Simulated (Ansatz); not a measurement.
**NiSi2, response to strain**

Start from NiSi₂ (space group Fm-3m, No. 225; not spin-polarised; relaxed with 0.1 eV smearing).

```xyz
3
Lattice="0.0000 2.6929 2.6929 2.6929 0.0000 2.6929 2.6929 2.6929 0.0000" Properties=species:S:1:pos:R:3 pbc="T T T"
Ni     0.0000     0.0000     0.0000
Si     1.3465     1.3465     1.3465
Si     4.0394     4.0394     4.0394
```

Strains are applied to the cell and any free atomic positions relax.

The values are results of r2SCAN/PAW in Ansatz (an electronic-structure program), no spin-orbit coupling, not measurements.

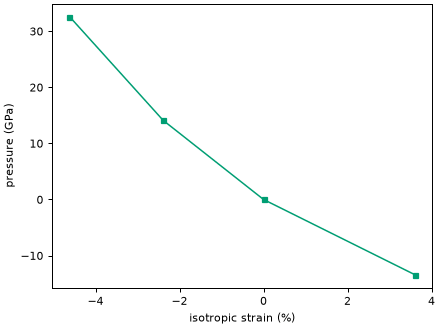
Fig. 1. Pressure against isotropic strain

Q: From the plot, what is the pressure for isotropic strain −4.62 %?

A: About 33 GPa.

Q: Is the trend monotonic over the range shown?

A: Yes, it falls throughout, spanning -13.4 GPa to 32.6 GPa.

Stability against distortions was not tested. Starting moments died away, wholly or in part, for the base; another magnetic solution may exist. All final runs are without spin polarisation.
